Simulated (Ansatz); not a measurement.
# H2Pb (model cell, started as rutile): a soft mode frozen in, part 2 of 2

Which phase does H2Pb (model cell, started as rutile) fall into along its unstable mode, and how much energy does it gain?

Ansatz 0.2.0; DFT PBEsol, scalar-relativistic, plane waves, PAW.

So far, highest frequency on the path or at a solved wavevector (cm⁻¹): step 2 (the dispersion) 1069. Also lowest frequency on the path (cm⁻¹): step 2 -773.

The structure was built from a prototype and need not be the compound's stable phase.

## 4. The mode frozen in, largest atomic shift 0.45 Å

The atoms are moved along the unstable eigenvector, the largest shift by 0.45 Å, with the cell fixed.

The input, input.yaml:

```yaml
crystal:
  lattice:
    - [4.9543492694, 0.0, 3.7593839155]
    - [4.9543492694, 0.0, -3.7593839155]
    - [0.0, 4.9543492694, 3.7593839155]
  atoms:
    - { symbol: Pb, position: [9.44292e-05, 0.0, -9.44292e-05] }
    - { symbol: Pb, position: [0.4999055708, 0.5, 9.44292e-05] }
    - { symbol: Pb, position: [0.25, 0.2499055708, 0.4999055708] }
    - { symbol: Pb, position: [0.75, 0.7500944292, 0.5000944292] }
    - { symbol: H, position: [-0.0569254769, 0.375116405, 0.3124605861] }
    - { symbol: H, position: [0.5569254769, 0.7555351092, 0.3181909281] }
    - { symbol: H, position: [0.0626558189, 0.624883595, 0.6818090719] }
    - { symbol: H, position: [0.4373441811, 0.2444648908, 0.6875394139] }
    - { symbol: H, position: [0.625116405, 0.1873441811, 0.1818090719] }
    - { symbol: H, position: [0.0055351092, 0.8126558189, 0.1875394139] }
    - { symbol: H, position: [0.874883595, 0.3069254769, 0.8124605861] }
    - { symbol: H, position: [0.4944648908, 0.6930745231, 0.8181909281] }
kpoints:
  mp_grid: { grid: [6, 6, 6] }
hamiltonian:
  xc: pbesol
scf:
  occupations: { method: methfessel_paxton, width: 0.15 }
output:
  forces: true
  stress: true
  eigenvalues: true
```

Launch:

```
$ ansatz run input.yaml --threads 8 --pin off --max-ram 14336MiB --backend cpu --events-out ev --progress --plain --runs-dir out
```

Numbers of over 12 decimals in the logs are rounded to 6 here.

What it wrote:

```text
[...]
Crystal: 12 atoms, lattice volume = 184.552 Å³
Basis set: ecut = 420 eV, 3649 PW (Γ), exchange–correlation on 90×90×90 points (8 copies of the dense FFT grid, shifted against one another)
Bands: 44, of which v1, the nominal top of the filled ones, is band 32 counted from 1 (31 counted from 0)
Symmetry: 8 space group operations
[...]
k-points: 30 of 216 (time reversal used)
[...]
k-point 0: bands = [... 28 lower, 2.6875, 2.9732, 4.4317, 5.4836, 7.7937, 7.7962, 9.3444, 9.4009, ... 6 higher]
  k-point 1: bands = [... 28 lower, 3.4894, 3.7164, 4.4956, 5.7082, 7.4344, 7.9615, 8.2071, 9.4850, ... 6 higher]
  k-point 2: bands = [... 28 lower, 4.3823, 4.6299, 4.8065, 5.9002, 6.9867, 7.1180, 8.3417, 8.7346, ... 6 higher]
  k-point 29: bands = [... 28 lower, 3.5116, 3.5116, 6.1371, 6.1371, 9.3145, 9.3145, 9.9164, 9.9164, ... 6 higher]
[key lines of the parts left out:]
SCF converged after 6 iterations
Free energy (F): -47140.022456 eV
Fermi energy:    6.525050 eV
P = ⅓ Tr σ = 2.7951 GPa (27.951 kbar)
```

Wall time 2.9 s (8 threads of Arm Neoverse V1, shared host); peak memory 0.71 GiB.

This step gave:

```yaml
pressure: 2.795 GPa
gap_on_the_k_mesh: 0.7517 eV
energy_from_the_undistorted_cell: -39.63 meV/atom
```

The energy, extrapolated to zero smearing, is -39.63 meV/atom against the undistorted cell.

The run ends at a pressure of 2.80 GPa, with forces up to 0.67 eV/Å.

## 5. Energy along the mode, all amplitudes (two of the runs are shown above)

An imaginary frequency means negative curvature, so the energy should fall and then rise again as anharmonic terms take over.

Numbers from this step:

| Item | Value |
| --- | --- |
| depth at the lowest point sampled | 39.63 meV/atom |
| largest atomic shift at that point | 0.45 Å |

The energy from the parent by largest atomic shift:

| largest atomic shift (Å) | energy from the parent (meV/atom) |
| --- | --- |
| 0.000 | 0 |
| 0.040 | -1.55 |
| 0.080 | -5.17 |
| 0.140 | -12.2 |
| 0.220 | -23.4 |
| 0.320 | -37.3 |
| 0.450 | -39.6 |
| 0.600 | 1.24 |

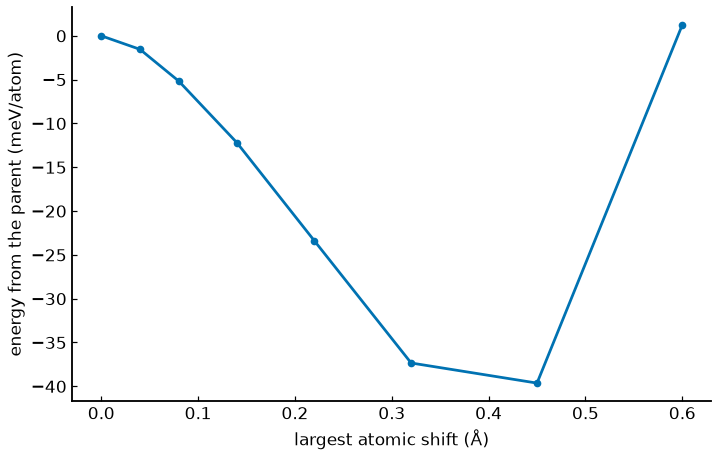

Energy from the parent against largest atomic shift.

Displacement at unit largest shift by atom:

| atom | x (Å) | y (Å) | z (Å) | size |
| --- | --- | --- | --- | --- |
| Pb1 | 0.00 | 0.00 | 0.00 | 0.00 |
| Pb2 | 0.00 | 0.00 | 0.00 | 0.00 |
| Pb3 | 0.00 | 0.00 | 0.00 | 0.00 |
| Pb4 | 0.00 | 0.00 | 0.00 | 0.00 |
| H5 | 0.03 | -0.03 | -1.00 | 1.00 |
| H6 | -0.03 | 0.03 | 1.00 | 1.00 |
| H7 | 0.03 | -0.03 | 1.00 | 1.00 |
| H8 | -0.03 | 0.03 | -1.00 | 1.00 |
| H9 | -0.03 | -0.03 | 1.00 | 1.00 |
| H10 | 0.03 | 0.03 | -1.00 | 1.00 |
| H11 | -0.03 | -0.03 | -1.00 | 1.00 |
| H12 | 0.03 | 0.03 | 1.00 | 1.00 |

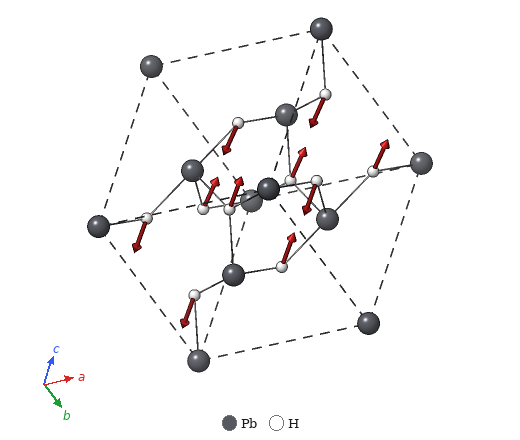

Displacement at unit largest shift as arrows, the longest 1.00 Å. Bonds to atoms that aren't drawn are left out. Some periodic images of atoms are drawn too.

The lowest of the steps tried is at 0.45 Å, 39.6 meV/atom below the parent; the bottom of the well need not coincide with a step.

## 6. Relaxing from the distorted cell

Starting from the lowest point found, all atoms and the cell are let go, so that strain and other modes of the same symmetry can join in.

input.yaml: that of step 4 with these lines changed.

```diff
@@ -28 +28,6 @@
   eigenvalues: true
+relax:
+  adjacent_minimum: "off"
+  f_tol: 0.002
+  max_steps: 120
+  cell: { stress_tol: 0.03 }
```

What it wrote:

```text
[...]
Crystal: 12 atoms, lattice volume = 184.552 Å³
Basis set: ecut = 420 eV, 3649 PW (Γ), exchange–correlation on 90×90×90 points (8 copies of the dense FFT grid, shifted against one another)
Bands: 44, of which v1, the nominal top of the filled ones, is band 32 counted from 1 (31 counted from 0)
Symmetry: 8 space group operations
[...]
k-points: 30 of 216 (time reversal used)
[...]
SCF iter   1: F=—  HF=-47140.044006 eV  |F-HF|=—  |Δ(HF+E_count)|=         —  Δρ=7.19e-3  dr2=7.79e-2  ethr=1.77e-3  ⟨swp⟩=9.9  Hψ=6938  notcnv=0  defer=3
[...]
SCF iter   6: F=-47140.022456 eV  HF=-47140.022456 eV  |F-HF|=7.06e-10  |Δ(HF+E_count)|=   4.58e-7  S|Δr|=    0.00e0  Δρ=4.53e-6  dr2=3.34e-8  ethr=1.56e-10  ⟨swp⟩=12.6  Hψ=7148  notcnv=0
SCF 1 converged in 6 iterations: F = -47140.022456 eV  dr2 = 3.34e-8
[...]
relax step   1: F+E_penalty+E_count = -47140.02245623 eV  Δ(F+E_penalty+E_count) = +0.000e0 eV  max|allowed force component| = 4.737e-1 eV/Å  Δτ_max = 0.0000 Å  P = +2.795 GPa  Ω = 184.552 Å³  (6 SCF iters, dr2 threshold 1.00e-7 eV, accepted)
Crystal: 12 atoms, lattice volume = 194.731 Å³
Basis set: ecut = 420 eV, 3849 PW (Γ), exchange–correlation on 90×90×90 points (8 copies of the dense FFT grid, shifted against one another)
[...]
SCF iter   6: F=-47140.279119 eV  HF=-47140.279119 eV  |F-HF|=1.93e-7  |Δ(HF+E_count)|=   1.47e-7  S|Δr|=    0.00e0  Δρ=7.79e-6  dr2=1.36e-7  ethr=1.87e-9  ⟨swp⟩=8.4  Hψ=6195  notcnv=0
SCF 2 converged in 6 iterations: F = -47140.279119 eV  dr2 = 1.36e-7
[...]
relax step   2: F+E_penalty+E_count = -47140.27911899 eV  Δ(F+E_penalty+E_count) = -2.567e-1 eV  max|allowed force component| = 1.925e-1 eV/Å  Δτ_max = 0.0974 Å  P = -1.228 GPa  Ω = 194.731 Å³  energy of the carried Pulay correction = -5.212e-3 eV  (6 SCF iters, dr2 threshold 1.20e-6 eV, accepted)
Crystal: 12 atoms, lattice volume = 188.209 Å³
Basis set: ecut = 420 eV, 3713 PW (Γ), exchange–correlation on 90×90×90 points (8 copies of the dense FFT grid, shifted against one another)
[...]
SCF iter   5: F=-47140.377612 eV  HF=-47140.377612 eV  |F-HF|=5.70e-9  |Δ(HF+E_count)|=   2.97e-6  S|Δr|=    0.00e0  Δρ=1.32e-5  dr2=3.77e-7  ethr=1.87e-9  ⟨swp⟩=9.3  Hψ=6638  notcnv=0
SCF 3 converged in 5 iterations: F = -47140.377612 eV  dr2 = 3.77e-7
[...]
relax step   3: F+E_penalty+E_count = -47140.37761227 eV  Δ(F+E_penalty+E_count) = -9.849e-2 eV  max|allowed force component| = 9.305e-2 eV/Å  Δτ_max = 0.0870 Å  P = -0.483 GPa  Ω = 188.209 Å³  energy of the carried Pulay correction = -1.905e-3 eV  (5 SCF iters, dr2 threshold 1.20e-6 eV, accepted)
[...]
relax step   4: F+E_penalty+E_count = -47140.41135207 eV  Δ(F+E_penalty+E_count) = -3.374e-2 eV  max|allowed force component| = 5.493e-2 eV/Å  Δτ_max = 0.1038 Å  P = -0.107 GPa  Ω = 187.234 Å³  energy of the carried Pulay correction = -1.401e-3 eV  (5 SCF iters, dr2 threshold 7.75e-7 eV, accepted)
[...]
relax step   5: F+E_penalty+E_count = -47140.41851106 eV  Δ(F+E_penalty+E_count) = -7.159e-3 eV  max|allowed force component| = 5.123e-3 eV/Å  Δτ_max = 0.0193 Å  P = -0.026 GPa  Ω = 187.160 Å³  energy of the carried Pulay correction = -1.362e-3 eV  (4 SCF iters, dr2 threshold 1.10e-6 eV, accepted)
[...]
relax step   6: F+E_penalty+E_count = -47140.41885574 eV  Δ(F+E_penalty+E_count) = -3.447e-4 eV  max|allowed force component| = 3.580e-3 eV/Å  Δτ_max = 0.0066 Å  P = +0.013 GPa  Ω = 187.114 Å³  energy of the carried Pulay correction = -1.338e-3 eV  (5 SCF iters, dr2 threshold 2.59e-8 eV, accepted)
[...]
relax step   7: F+E_penalty+E_count = -47140.41891706 eV  Δ(F+E_penalty+E_count) = -6.132e-5 eV  max|allowed force component| = 1.021e-3 eV/Å  Δτ_max = 0.0025 Å  P = +0.002 GPa  Ω = 187.079 Å³  energy of the carried Pulay correction = -1.320e-3 eV  (5 SCF iters, dr2 threshold 8.01e-10 eV, accepted)
[...]
relax step   8: F+E_penalty+E_count = -47140.42219122 eV  Δ(F+E_penalty+E_count) = -3.274e-3 eV  max|allowed force component| = 1.103e-3 eV/Å  Δτ_max = 0.0000 Å  P = +0.012 GPa  Ω = 187.079 Å³  stress off target by 4.56e-2 GPa  SCF on the basis re-selected at this cell (its energy is not comparable with the rows above)  (5 SCF iters)
[...]
relax step   9: F+E_penalty+E_count = -47140.42218467 eV  Δ(F+E_penalty+E_count) = +6.549e-6 eV  max|allowed force component| = 1.161e-4 eV/Å  Δτ_max = 0.0016 Å  P = +0.000 GPa  Ω = 187.170 Å³  energy of the carried Pulay correction = -4.975e-5 eV  (5 SCF iters, dr2 threshold 5.19e-9 eV, accepted)
[...]
SCF iter   4: F=-47140.422258 eV  HF=-47140.422258 eV  |F-HF|=1.46e-11  |Δ(HF+E_count)|=  1.31e-10  S|Δr|=    0.00e0  Δρ=5.17e-8  dr2=6.68e-12  ethr=1.00e-12  ⟨swp⟩=8.5  Hψ=6081  notcnv=0
SCF 10 converged in 4 iterations: F = -47140.422258 eV  dr2 = 6.68e-12
relax step  10: F+E_penalty+E_count = -47140.42225792 eV  Δ(F+E_penalty+E_count) = -7.325e-5 eV  max|allowed force component| = 1.147e-4 eV/Å  Δτ_max = 0.0000 Å  P = +0.000 GPa  Ω = 187.170 Å³  stress off target by 4.23e-3 GPa  SCF on the basis re-selected at this cell (its energy is not comparable with the rows above)  (4 SCF iters)
[...]
SCF converged after 4 iterations
[...]
Free energy (F): -47140.422258 eV
[...]
Internal energy: -47140.422322 eV  (E = F + TS)
E sigma→0 (E₀):  -47140.422274 eV
Entropy (-TS):   0.000064 eV (0.005 meV/atom)
Fermi energy:    6.036145 eV
[...]
--- Forces (eV/Å), atoms counted from 1 ---
  atom   1  Pb     0.00011472    -0.00011472    -0.00000000
  atom   2  Pb    -0.00011472     0.00011472    -0.00000000
  atom   3  Pb    -0.00011472    -0.00011472    -0.00000000
  atom   4  Pb     0.00011472     0.00011472    -0.00000000
  atom   5  H      0.00003724    -0.00005468    -0.00003935
  atom   6  H     -0.00005468     0.00003724     0.00003935
  atom   7  H      0.00005468    -0.00003724     0.00003935
  atom   8  H     -0.00003724     0.00005468    -0.00003935
  atom   9  H     -0.00005468    -0.00003724     0.00003935
  atom  10  H      0.00003724     0.00005468    -0.00003935
  atom  11  H     -0.00003724    -0.00005468    -0.00003935
  atom  12  H      0.00005468     0.00003724     0.00003935
  max |Σ_I F_I| component: 5.67e-17 eV/Å
--- Stress (GPa, compression-positive) ---
       -0.001771      -0.000000      -0.000000
       -0.000000      -0.001771      -0.000000
       -0.000000      -0.000000       0.004232
  P = ⅓ Tr σ = 0.0002 GPa (0.002 kbar)
--- Band table (eV; the first three rows and the last of 30) ---
  k-point 0: bands = [... 28 lower, 2.6806, 2.6806, 3.2488, 5.0048, 6.3296, 8.4957, 9.3720, 9.5698, ... 8 higher]
  k-point 1: bands = [... 28 lower, 3.4481, 3.4931, 3.6449, 5.2821, 6.6196, 7.9134, 8.1320, 9.3095, ... 8 higher]
  k-point 2: bands = [... 28 lower, 3.8105, 4.6103, 4.6378, 5.4914, 6.9076, 7.0936, 7.5645, 8.4951, ... 8 higher]
  k-point 29: bands = [... 28 lower, 3.4911, 3.4911, 5.3539, 5.3539, 8.2966, 8.2966, 10.0154, 10.0154, ... 8 higher]
--- Relaxed structure (8 steps of the walk, 8 accepted, 2 SCFs on fresh bases) ---
  F+E_penalty+E_count = -47140.42225792 eV   max|allowed force component| = 1.147e-4 eV/Å   (the final SCF, on the basis selected at the relaxed cell)
  cell:  # Å, volume = 187.1696 Å³
    - [4.828224, 0, 4.014492]
    - [4.828224, 0, -4.014492]
    - [0, 4.828224, 4.014492]
  atoms:
    - { symbol: Pb, position: [0.020829, 0, -0.020829] }
    - { symbol: Pb, position: [0.479171, 0.500000, 0.020829] }
    - { symbol: Pb, position: [0.25, 0.229171, 0.479171] }
    - { symbol: Pb, position: [0.75, 0.770829, 0.520829] }
    - { symbol: H, position: [-0.048198, 0.392288, 0.282552] }
    - { symbol: H, position: [0.548198, 0.734354, 0.344090] }
    - { symbol: H, position: [0.109736, 0.607712, 0.655910] }
    - { symbol: H, position: [0.390264, 0.265646, 0.717448] }
    - { symbol: H, position: [0.642288, 0.140264, 0.155910] }
    - { symbol: H, position: [-0.015646, 0.859736, 0.217448] }
    - { symbol: H, position: [0.857712, 0.298198, 0.782552] }
    - { symbol: H, position: [0.515646, 0.701802, 0.844090] }
```

Elapsed: 36 s, on 8 threads; peak memory 0.8 GiB.

The steps of the relaxation:

| step | energy less that of the first step (eV) | largest force component (eV/Å) | pressure (GPa) | volume (Å³) |
| --- | --- | --- | --- | --- |
| 1 | 0.0000 | 0.4737 | 2.80 | 184.55 |
| 2 | -0.2567 | 0.1925 | -1.23 | 194.73 |
| 3 | -0.3552 | 0.0930 | -0.48 | 188.21 |
| 4 | -0.3889 | 0.0549 | -0.11 | 187.23 |
| 5 | -0.3961 | 0.0051 | -0.03 | 187.16 |
| 6 | -0.3964 | 0.0036 | 0.01 | 187.11 |
| 7 | -0.3965 | 0.0010 | 0.00 | 187.08 |
| 8* | -0.3997 | 0.0011 | 0.01 | 187.08 |
| 9 | -0.3997 | 0.0001 | 0.00 | 187.17 |
| 10* | -0.3998 | 0.0001 | 0.00 | 187.17 |

Relaxation steps marked * repeat the geometry before them on a plane-wave basis chosen anew for their cell, so energy and pressure can jump there.

Forces are held to the 8 operations that the run works with; a distortion that breaks them can't arise in this run.

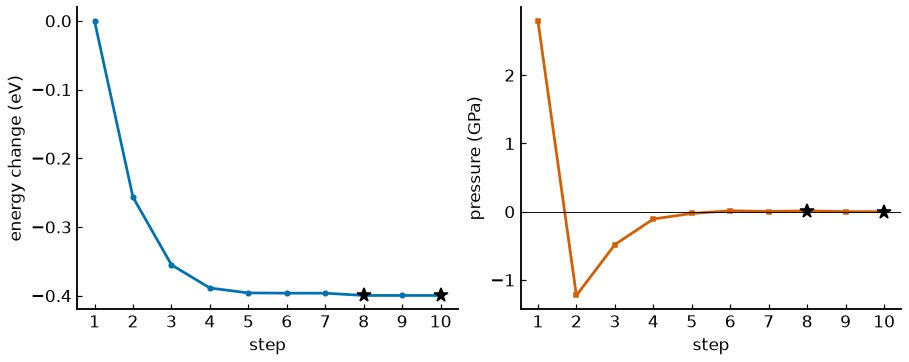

Energy and pressure along the relaxation. Stars mark steps on a basis chosen anew.

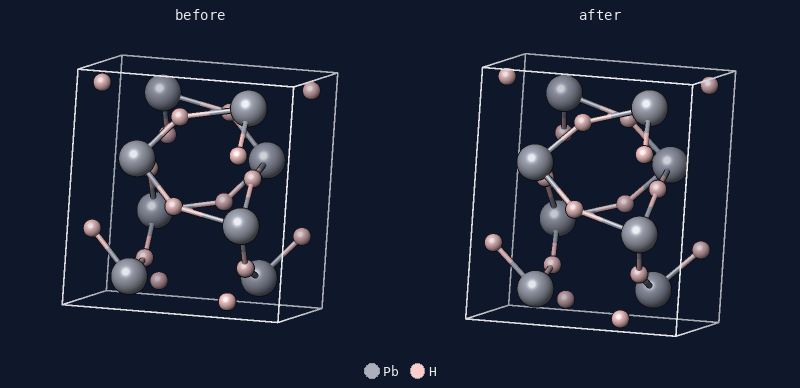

The structure before and after the relaxation, drawn at the same scale. Bonds to atoms that aren't drawn are left out.

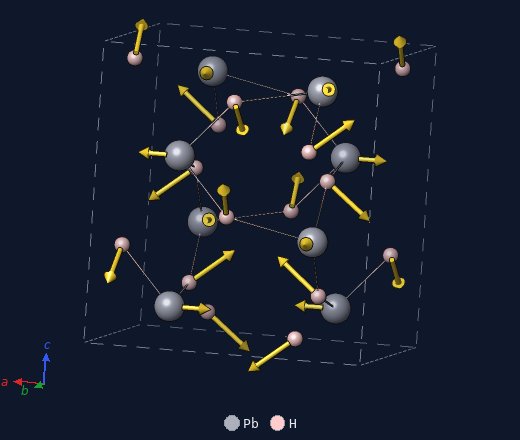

Displacements in the relaxation, exaggerated, measured against the changing cell; the longest in the cell stands for 0.25 Å. Bonds to atoms that aren't drawn are left out.

| conventional cell, symmetrised | before | after | change |
| --- | --- | --- | --- |
| a (Å) | 7.007 | 6.828 | -2.5 % |
| b (Å) | 7.007 | 6.828 | -2.5 % |
| c (Å) | 7.519 | 8.029 | +6.8 % |
| volume (Å³/atom) | 15.38 | 15.60 | +1.4 % |

The atoms that moved most (Å, as changes of fractional coordinates times the final cell):

| atom | dx | dy | dz | length |
| --- | --- | --- | --- | --- |
| H10 | 0.125 | 0.144 | -0.154 | 0.245 |
| H9 | -0.144 | -0.125 | 0.154 | 0.245 |
| H5 | 0.125 | -0.144 | -0.154 | 0.245 |
| H8 | -0.125 | 0.144 | -0.154 | 0.245 |
| H7 | 0.144 | -0.125 | 0.154 | 0.245 |
| H6 | -0.144 | 0.125 | 0.154 | 0.245 |
| H12 | 0.144 | 0.125 | 0.154 | 0.245 |
| H11 | -0.125 | -0.144 | -0.154 | 0.245 |

The relaxed structure:

```cif
data_structure
_symmetry_space_group_name_H-M 'P 1'
_symmetry_Int_Tables_number 1
_cell_length_a 6.2792
_cell_length_b 6.2792
_cell_length_c 6.2792
_cell_angle_alpha 114.126
_cell_angle_beta 65.874
_cell_angle_gamma 79.485
_cell_volume 187.17
loop_
_atom_site_label
_atom_site_type_symbol
_atom_site_fract_x
_atom_site_fract_y
_atom_site_fract_z
_atom_site_occupancy
Pb1 Pb 0.02083 0.00000 0.97917 1
Pb2 Pb 0.47917 0.50000 0.02083 1
Pb3 Pb 0.25000 0.22917 0.47917 1
Pb4 Pb 0.75000 0.77083 0.52083 1
H5 H 0.95180 0.39229 0.28255 1
H6 H 0.54820 0.73435 0.34409 1
H7 H 0.10974 0.60771 0.65591 1
H8 H 0.39026 0.26565 0.71745 1
H9 H 0.64229 0.14026 0.15591 1
H10 H 0.98435 0.85974 0.21745 1
H11 H 0.85771 0.29820 0.78255 1
H12 H 0.51565 0.70180 0.84409 1
```

Numbers from this step:

* pressure: 2.30e-4 GPa
* volume per atom: 15.60 Å³
* gap on the k-mesh: 0.6725 eV

The distorted start has space group I-42d; the relaxation ends in I-42d.

## 7. Outcome

| Item | Value |
| --- | --- |
| unstable mode of the parent | q = (-0.5, -0.5, -0.5), 675i cm⁻¹ |
| depth at the lowest point sampled | 39.6 meV/atom |
| largest atomic shift at that point | 0.45 Å |
| space group reached (within 0.01 Å) | I-42d |
| energy gained over the parent (first relaxation, on the mesh of the frozen mode) | 73.0 meV/atom |
| volume per atom, phase reached | 15.6 Å³ |
| gap on the k-mesh, phase reached | 0.672 eV |

In words: Along this mode the structure falls into I-42d, 73.0 meV/atom below the parent. At the parent's cell the well is 39.63 meV/atom deep on the steps tried, with its lowest point at a shift of 0.45 Å. Relaxing atoms and cell changes the gain by +33.32 meV/atom against the lowest step (energies at zero smearing). The modes of the phase reached were not computed on this path. Of the 6 patterns followed to their end from this parent, this one ends 15.7 meV/atom above the lowest, P4_32_12. Each path keeps the symmetry of its pattern, so a lower phase may lie along a pattern not tried. The q mesh stands for a supercell only 7.5 Å across, so branches between the solved wavevectors are rough. With no gap, or one that is small against the smearing, the frequencies hang on the k mesh and the smearing, most of all near Kohn anomalies. Spin-orbit coupling is left out, which can matter for the heavy elements here. The starting cell was built on a prototype and not taken from a measurement, so the phase need not exist.

[Logs are printed without paths, hosts, clocks, repeated set-up lines and the standing remarks that a program may print on its own settings, such as how far it seeks lower states.]

[Hosts, paths, dates, database ids (printed as entryN), source tags and the programs' standing remarks are cut or masked in the printed files.]
